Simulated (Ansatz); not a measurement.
Breaking a bond: SiAl (cation, charge +1), lowest singlet found (which spin is the ground state isn't settled by this scan).

RKS-CAM-B3LYP = restricted CAM-B3LYP/aug-cc-pVDZ (Ansatz, a quantum-chemistry and plane-wave program); RCCSD(T) = Ansatz with CCSD(T) on RHF/aug-cc-pVDZ, frozen core; RKS-PBE = restricted PBE/aug-cc-pVDZ (Ansatz); FCI = full CI/aug-cc-pVDZ, frozen core (Ansatz).

Cost and accuracy over the 10 points of the scan, with FCI as yardstick. Costs are rough ratios of core time within Ansatz on shared cores, each with its mean field (Kohn-Sham runs search longer for lower solutions than correlated ones do); the miss is the largest error against full CI of the curve after the mean shift, in kcal/mol.

Problem. Which is the cheapest of these levels that stays within 0.95 kcal/mol of FCI?

Solution. RCCSD(T).

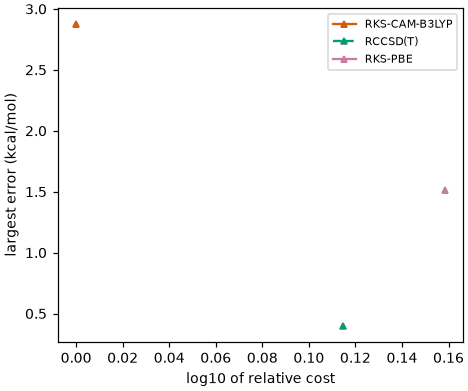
Figure. Miss against cost, one point a level.

```
level          relative cost  largest error
-------------  -------------  -------------
RKS-CAM-B3LYP              1            2.9
RCCSD(T)                   1            0.4
RKS-PBE                    1            1.5
```

Costs within a factor of two of each other count as equal.

The scan ran from 1.65 to 7.96 Å; beyond the distances shown full CI changes its symmetry label. The restricted form behind RKS-CAM-B3LYP, RKS-PBE keeps the bonding electrons paired and can't separate into open-shell fragments.
